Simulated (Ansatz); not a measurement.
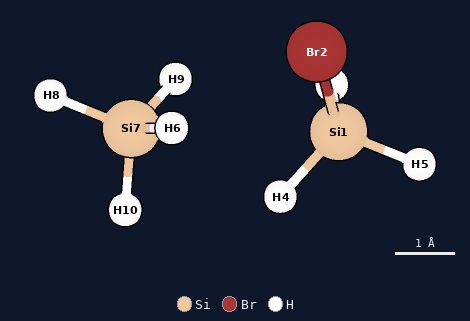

Fig. 1: The input geometry (ball-and-stick view, seen at a tilt; atoms are numbered from 1 in the order of the input). Bond lengths as drawn: Br–Si 2.29 Å and H–Si 1.45 to 1.49 Å.

# Geometry relaxation of Si2H7Br

- system: Si2H7Br
- method: RKS B3LYP-D4/def2-SVP (Ansatz 0.2.0)

It belongs to a series of runs on one base structure; here: end point A relaxed. Figures and captions count atoms from 1; the log counts them from 0 in places.

### Input
```yaml
crystal:
  periodic: [false, false, false]
  atoms:
    - { symbol: Si, position_ang: [-1.72279, 0.108836, -0.454066] }
    - { symbol: Br, position_ang: [-1.347821, -2.133877, -0.188661] }
    - { symbol: H, position_ang: [-1.279626, 0.521391, -1.811386] }
    - { symbol: H, position_ang: [-0.981205, 0.842031, 0.60334] }
    - { symbol: H, position_ang: [-3.185929, 0.334151, -0.289533] }
    - { symbol: H, position_ang: [0.846881, -0.920392, 1.092376] }
    - { symbol: Si, position_ang: [1.693021, 0.054929, 0.441379] }
    - { symbol: H, position_ang: [3.115507, -0.397208, 0.461705] }
    - { symbol: H, position_ang: [1.263673, 0.211782, -0.977901] }
    - { symbol: H, position_ang: [1.598289, 1.378357, 1.122547] }
basis:
  gaussian: { orbitals: def2-SVP }
hamiltonian:
  xc: b3lyp
  dispersion: d4
relax:
  f_tol: 0.03
  max_steps: 50
output:
  orbitals: {}
```

Machine: 2 threads of AMD EPYC (Zen 3), 24 GiB of memory available, shared host.

Launched with:
```bash
ansatz run input.yaml --threads 2 --pin off --max-ram 3072MiB --backend cpu --events-out ev --progress --plain --runs-dir out
```

### What the program printed
```
The last accepted step is kept in [file] (removed where the run ends without a failure and the disk answers)
Engine: ansatz 0.2.0, x86_64-unknown-linux-gnu
Functional definition: B3LYP
  parameter a0 = 0.2
  parameter ax = 0.72
  parameter ac = 0.81
  exchange = (1 - a0 - ax)*slater_x + ax*b88_x + a0*exact_x
  correlation = (1 - ac)*vwn_rpa_c + ac*lyp_c
1065 factors; integrals over basis functions are off by at most 3.1e-4 eV
mean field evaluation 1: about -85903.9733 eV, gradient 1.2e1 eV
mean field evaluation 2: about -85904.4095 eV, gradient 4.0e0 eV
mean field evaluation 4: about -85904.4661 eV, gradient 3.7e-1 eV
mean field evaluation 8: about -85904.4696 eV, gradient 1.2e-2 eV
mean field -85904.46963329 eV, -3156.9310308824 hartree, gradient 6.1e-5 eV, S^2 0.000000; 0 other end points of the search recorded, 0 dependent functions left out
the calculation of the forces begins
reference -85904.46991818 eV, -3156.9310413521 hartree; 35, 35 occupied and 68, 68 virtual orbitals, 1065 factors
relax step   1: F+E_penalty+E_count = -85904.82014813 eV  Δ(F+E_penalty+E_count) = +0.000e0 eV  max|allowed force component| = 7.887e-1 eV/Å  Δτ_max = 0.0000 Å  (21 SCF iters, accepted)
these checks for a lower state are left out or cut short: starts, cluster_reference, orbital_swaps, neighbouring_geometries, increment
1065 factors; integrals over basis functions are off by at most 3.2e-4 eV
mean field evaluation 16: about -85904.6146 eV, gradient 4.2e-2 eV
mean field -85904.61753666 eV, -3156.9364662312 hartree, gradient 3.2e-5 eV, S^2 0.000000; 0 other end points of the search recorded, 0 dependent functions left out
the calculation of the forces begins
reference -85904.61782768 eV, -3156.9364769258 hartree; 35, 35 occupied and 68, 68 virtual orbitals, 1065 factors
relax step   2: F+E_penalty+E_count = -85904.94372524 eV  Δ(F+E_penalty+E_count) = -1.236e-1 eV  max|allowed force component| = 1.915e-1 eV/Å  Δτ_max = 0.1948 Å  (23 SCF iters, accepted)
these checks for a lower state are left out or cut short: starts, cluster_reference, orbital_swaps, neighbouring_geometries, increment
1065 factors; integrals over basis functions are off by at most 3.3e-4 eV
mean field -85904.66381046 eV, -3156.9381667619 hartree, gradient 2.4e-5 eV, S^2 0.000000; 0 other end points of the search recorded, 0 dependent functions left out
the calculation of the forces begins
reference -85904.66410717 eV, -3156.9381776660 hartree; 35, 35 occupied and 68, 68 virtual orbitals, 1065 factors
relax step   3: F+E_penalty+E_count = -85904.96769358 eV  Δ(F+E_penalty+E_count) = -2.397e-2 eV  max|allowed force component| = 7.663e-2 eV/Å  Δτ_max = 0.1442 Å  (22 SCF iters, accepted)
these checks for a lower state are left out or cut short: starts, cluster_reference, orbital_swaps, neighbouring_geometries, increment
1065 factors; integrals over basis functions are off by at most 3.1e-4 eV
mean field -85904.67059915 eV, -3156.9384162419 hartree, gradient 2.7e-5 eV, S^2 0.000000; 0 other end points of the search recorded, 0 dependent functions left out
the calculation of the forces begins
reference -85904.67089635 eV, -3156.9384271635 hartree; 35, 35 occupied and 68, 68 virtual orbitals, 1065 factors
relax step   4: F+E_penalty+E_count = -85904.97118791 eV  Δ(F+E_penalty+E_count) = -3.494e-3 eV  max|allowed force component| = 5.254e-2 eV/Å  Δτ_max = 0.1061 Å  (21 SCF iters, accepted)
these checks for a lower state are left out or cut short: starts, cluster_reference, orbital_swaps, neighbouring_geometries, increment
1065 factors; integrals over basis functions are off by at most 3.3e-4 eV
mean field evaluation 32: about -85904.6688 eV, gradient 2.8e-2 eV
mean field -85904.66882694 eV, -3156.9383511141 hartree, gradient 1.9e-5 eV, S^2 0.000000; 0 other end points of the search recorded, 0 dependent functions left out
the calculation of the forces begins
reference -85904.66912319 eV, -3156.9383620012 hartree; 35, 35 occupied and 68, 68 virtual orbitals, 1065 factors
relax step   5: F+E_penalty+E_count = -85904.97273129 eV  Δ(F+E_penalty+E_count) = -1.543e-3 eV  max|allowed force component| = 1.976e-2 eV/Å  Δτ_max = 0.0613 Å  (21 SCF iters, accepted)
these checks for a lower state are left out or cut short: starts, cluster_reference, orbital_swaps, neighbouring_geometries, increment
1065 factors; integrals over basis functions are off by at most 3.4e-4 eV
mean field -85904.66717655 eV, -3156.9382904633 hartree, gradient 2.6e-5 eV, S^2 0.000000; 0 other end points of the search recorded, 0 dependent functions left out
the calculation of the forces begins
reference -85904.66747186 eV, -3156.9383013159 hartree; 35, 35 occupied and 68, 68 virtual orbitals, 1065 factors
relax step   6: F+E_penalty+E_count = -85904.97319493 eV  Δ(F+E_penalty+E_count) = -4.636e-4 eV  max|allowed force component| = 3.296e-2 eV/Å  Δτ_max = 0.0679 Å  (21 SCF iters, accepted)
these checks for a lower state are left out or cut short: starts, cluster_reference, orbital_swaps, neighbouring_geometries, increment
1065 factors; integrals over basis functions are off by at most 3.4e-4 eV
mean field -85904.66794560 eV, -3156.9383187256 hartree, gradient 1.5e-5 eV, S^2 0.000000; 0 other end points of the search recorded, 0 dependent functions left out
the calculation of the forces begins
reference -85904.66824096 eV, -3156.9383295797 hartree; 35, 35 occupied and 68, 68 virtual orbitals, 1065 factors
relax step   7: F+E_penalty+E_count = -85904.97342017 eV  Δ(F+E_penalty+E_count) = -2.252e-4 eV  max|allowed force component| = 1.784e-2 eV/Å  Δτ_max = 0.0071 Å  (19 SCF iters, accepted)
```

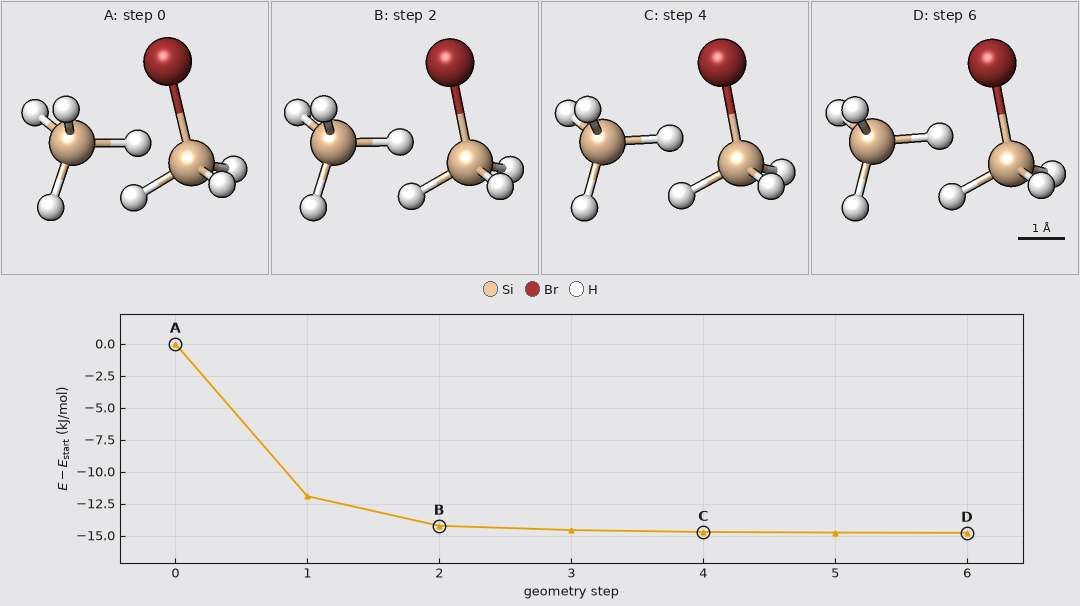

Fig. 2: Frames of the relaxation (ball-and-stick view, seen at a tilt) above the curves, on which the letters mark them (the first geometry is step 0 here and step 1 in the log).

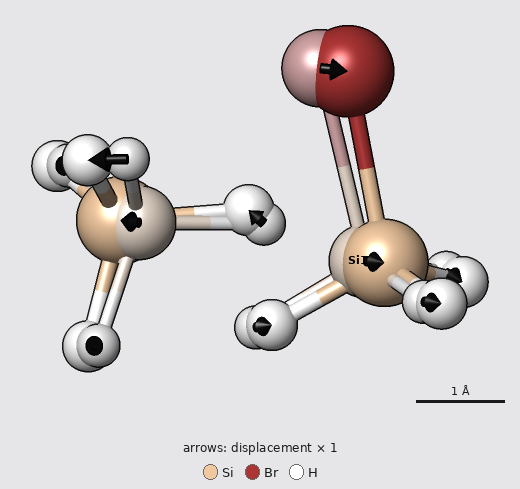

Fig. 3: Start (faint) and end (solid) with the displacements as black arrows, at true length (ball-and-stick view, seen at a tilt). The two geometries are laid on each other by the best rigid fit. The energy falls by 14.8 kJ/mol in 6 geometry steps. The largest force component goes from 0.79 to 0.018 eV/Å. H6 moves most after the best rigid fit: 0.48 Å. Largest moves by element: H 0.48 Å, Br 0.32 Å, Si 0.27 Å. Among the contacts that change: Si1–Br2 2.289 → 2.242 Å, H6–Si7 1.446 → 1.489 Å. (Atoms are counted from 1 in the order of the input.)

```
1065 factors; integrals over basis functions are off by at most 3.4e-4 eV
mean field -85904.66794560 eV, -3156.9383187256 hartree, gradient 1.5e-5 eV, S^2 0.000000; 1 other end points of the search recorded, 0 dependent functions left out
the calculation of the forces begins
reference -85904.66824096 eV, -3156.9383295797 hartree; 35, 35 occupied and 68, 68 virtual orbitals, 1065 factors
Total energy: -85904.97371553 eV, -3156.9495555631 hartree
Atom 0 at    -1.977219     0.100207    -0.538498 Å, force    -0.008531     0.008365    -0.007174 eV/Å
Atom 1 at    -1.569928    -2.100809    -0.413335 Å, force    -0.004037     0.005087    -0.002919 eV/Å
Atom 2 at    -1.533200     0.595200    -1.867942 Å, force    -0.005635    -0.005602     0.011011 eV/Å
Atom 3 at    -1.222299     0.784620     0.543863 Å, force    -0.000561    -0.001683     0.001887 eV/Å
Atom 4 at    -3.437249     0.322810    -0.362769 Å, force     0.014375    -0.007061    -0.003953 eV/Å
Atom 5 at     1.210311    -0.896150     1.405424 Å, force     0.012228     0.013158    -0.005017 eV/Å
Atom 6 at     1.948110     0.056371     0.530230 Å, force    -0.014837    -0.003620    -0.009059 eV/Å
Atom 7 at     3.381828    -0.342875     0.440537 Å, force    -0.005803    -0.001336     0.000616 eV/Å
Atom 8 at     1.346113     0.047560    -0.834392 Å, force     0.011659     0.000681     0.017842 eV/Å
Atom 9 at     1.853534     1.433065     1.096682 Å, force     0.001141    -0.007989    -0.003234 eV/Å
Dipole moment:    -0.060834     0.258440    -0.016909 e Å
```

### Trajectory as extended XYZ (Å, eV, eV/Å), 7 frames, from step=1 to step=7
```
10
Properties=species:S:1:pos:R:3:forces:R:3 step=1 energy=-85904.82015
Si   -1.7228    0.1088   -0.4541   -0.2494  -0.5515   0.0008
Br   -1.3478   -2.1339   -0.1887   -0.2772   0.5112  -0.1789
H    -1.2796    0.5214   -1.8114   -0.0055  -0.0294   0.0466
H    -0.9812    0.8420    0.6033   -0.0270  -0.0105  -0.0314
H    -3.1859    0.3342   -0.2895    0.0552  -0.0111  -0.0174
H     0.8469   -0.9204    1.0924   -0.2808  -0.4385   0.4485
Si    1.6930    0.0549    0.4414    0.7887   0.5253  -0.2744
H     3.1155   -0.3972    0.4617   -0.0066  -0.0015  -0.0033
H     1.2637    0.2118   -0.9779    0.0004   0.0056   0.0080
H     1.5983    1.3784    1.1225    0.0024   0.0003   0.0014
10
Properties=species:S:1:pos:R:3:forces:R:3 step=2 energy=-85904.94373
Si   -1.8524    0.0870   -0.4863    0.0206  -0.1469   0.0243
Br   -1.5262   -2.1292   -0.2668   -0.0333   0.1053  -0.0201
H    -1.3710    0.4999   -1.8292   -0.0655   0.0148  -0.0135
H    -1.0851    0.8071    0.5647   -0.0281  -0.0370   0.0039
H    -3.3042    0.3382   -0.3130   -0.0421   0.0527  -0.0480
H     0.9902   -0.9055    1.1746   -0.1147  -0.1915   0.1663
Si    1.8342    0.0752    0.4739    0.0921   0.1739  -0.1777
H     3.2481   -0.3905    0.4729    0.0524   0.0461   0.0086
H     1.3573    0.2168   -0.9349    0.0374  -0.0250   0.0391
H     1.7092    1.4010    1.1439    0.0812   0.0075   0.0171
10
Properties=species:S:1:pos:R:3:forces:R:3 step=3 energy=-85904.96769
Si   -1.9678    0.0735   -0.5155    0.0402   0.0097   0.0058
Br   -1.6560   -2.1380   -0.3096    0.0186   0.0351   0.0053
H    -1.4827    0.5027   -1.8529   -0.0350  -0.0120  -0.0093
H    -1.2043    0.7845    0.5437    0.0190  -0.0435   0.0195
H    -3.4162    0.3521   -0.3550   -0.0522   0.0155  -0.0327
H     1.1219   -0.9067    1.2332   -0.0598  -0.0766   0.0458
Si    1.9486    0.0822    0.5014   -0.0253   0.0613  -0.0725
H     3.3678   -0.3657    0.4930    0.0497   0.0267   0.0060
H     1.4617    0.2040   -0.9045   -0.0013  -0.0202   0.0283
H     1.8270    1.4114    1.1660    0.0461   0.0040   0.0037
10
Properties=species:S:1:pos:R:3:forces:R:3 step=4 energy=-85904.97119
Si   -1.9854    0.0825   -0.5297    0.0102  -0.0525   0.0161
Br   -1.6757   -2.1331   -0.3676    0.0047   0.0124  -0.0044
H    -1.5157    0.5293   -1.8663    0.0068   0.0198   0.0070
H    -1.2014    0.7392    0.5505   -0.0239   0.0192  -0.0286
H    -3.4354    0.3682   -0.3682    0.0084   0.0109   0.0081
H     1.1818   -0.9027    1.3207   -0.0042   0.0063  -0.0127
Si    1.9603    0.0798    0.5174    0.0313  -0.0135   0.0206
H     3.3931   -0.3305    0.4733   -0.0050  -0.0001  -0.0041
H     1.4226    0.1371   -0.8716   -0.0183  -0.0053   0.0047
H     1.8558    1.4301    1.1412   -0.0098   0.0027  -0.0067
10
Properties=species:S:1:pos:R:3:forces:R:3 step=5 energy=-85904.97273
Si   -1.9761    0.0882   -0.5322   -0.0016   0.0198  -0.0001
Br   -1.6178   -2.1194   -0.3824    0.0017   0.0053  -0.0043
H    -1.5199    0.5602   -1.8655   -0.0016  -0.0073   0.0059
H    -1.2071    0.7669    0.5445   -0.0063  -0.0039  -0.0042
H    -3.4305    0.3466   -0.3622    0.0063  -0.0092  -0.0001
H     1.1852   -0.9019    1.3523    0.0052   0.0051  -0.0011
Si    1.9501    0.0681    0.5219   -0.0039  -0.0033   0.0004
H     3.3827   -0.3386    0.4589    0.0014  -0.0017  -0.0017
H     1.3844    0.1003   -0.8572   -0.0013  -0.0051   0.0051
H     1.8490    1.4296    1.1217    0.0001   0.0004   0.0001
10
Properties=species:S:1:pos:R:3:forces:R:3 step=6 energy=-85904.97319
Si   -1.9721    0.0990   -0.5374   -0.0298   0.0258  -0.0154
Br   -1.5713   -2.1028   -0.4104    0.0020   0.0056  -0.0017
H    -1.5305    0.5933   -1.8684   -0.0043  -0.0132   0.0169
H    -1.2160    0.7867    0.5423    0.0007  -0.0110   0.0023
H    -3.4322    0.3237   -0.3604    0.0244  -0.0078  -0.0037
H     1.2052   -0.8994    1.4018    0.0277   0.0306  -0.0182
Si    1.9447    0.0566    0.5294   -0.0278  -0.0115  -0.0082
H     3.3794   -0.3403    0.4406   -0.0122  -0.0046  -0.0007
H     1.3430    0.0507   -0.8364    0.0216   0.0004   0.0330
H     1.8497    1.4325    1.0987   -0.0024  -0.0142  -0.0043
10
Properties=species:S:1:pos:R:3:forces:R:3 step=7 energy=-85904.97342
Si   -1.9772    0.1002   -0.5385   -0.0085   0.0084  -0.0072
Br   -1.5699   -2.1008   -0.4133   -0.0040   0.0051  -0.0029
H    -1.5332    0.5952   -1.8679   -0.0056  -0.0056   0.0110
H    -1.2223    0.7846    0.5439   -0.0006  -0.0017   0.0019
H    -3.4372    0.3228   -0.3628    0.0144  -0.0071  -0.0040
H     1.2103   -0.8962    1.4054    0.0122   0.0132  -0.0050
Si    1.9481    0.0564    0.5302   -0.0148  -0.0036  -0.0091
H     3.3818   -0.3429    0.4405   -0.0058  -0.0013   0.0006
H     1.3461    0.0476   -0.8344    0.0117   0.0007   0.0178
H     1.8535    1.4331    1.0967    0.0011  -0.0080  -0.0032
```

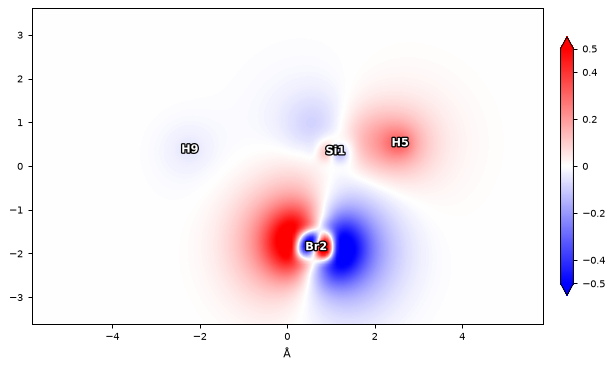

Fig. 4: One frontier orbital on the plane of atoms Br2, Si1 and H5 (values in Å⁻³ᐟ²; the overall sign is arbitrary). The HOMO, at −8.02 eV.

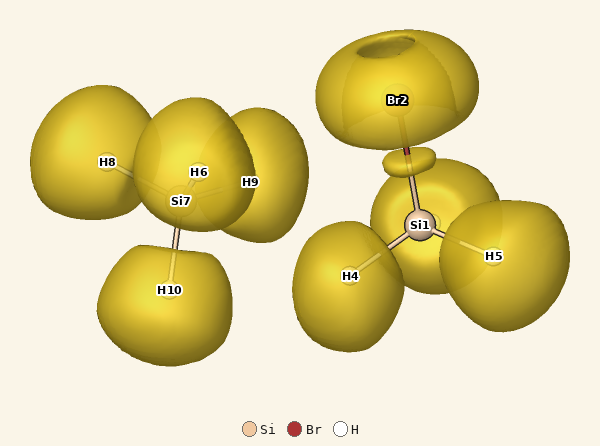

Fig. 5: Isosurface of the electron localisation function at 0.8 (yellow), seen at a tilt. Only the valence region is drawn (cores and ρ < 0.01 e/Å³ removed). Along the contacts the grid gives the following. Si1···Si7 (4.07 Å): the ELF is only about 0 between them (a non-bonded, intermolecular contact).

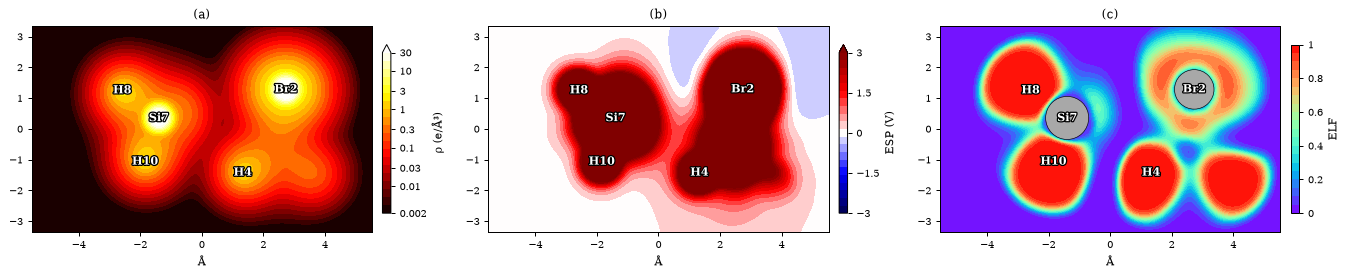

Fig. 6: (a) electron density; (b) electrostatic potential; (c) electron localisation function on the plane of atoms H8, Si7 and H10. Grey discs, where drawn, cover atomic cores. The section cuts through Br, H and Si sites.

### Results in brief

| quantity | value |
| --- | --- |
| outcome | converged |
| total energy | −85904.9737 eV |
| mean-field energy | −85904.6682 eV |
| largest force (length of the vector) at the end | 0.021 eV/Å |
| wall time | 20 s (CPU time 38 s) |
| peak memory | 0.25 GiB |
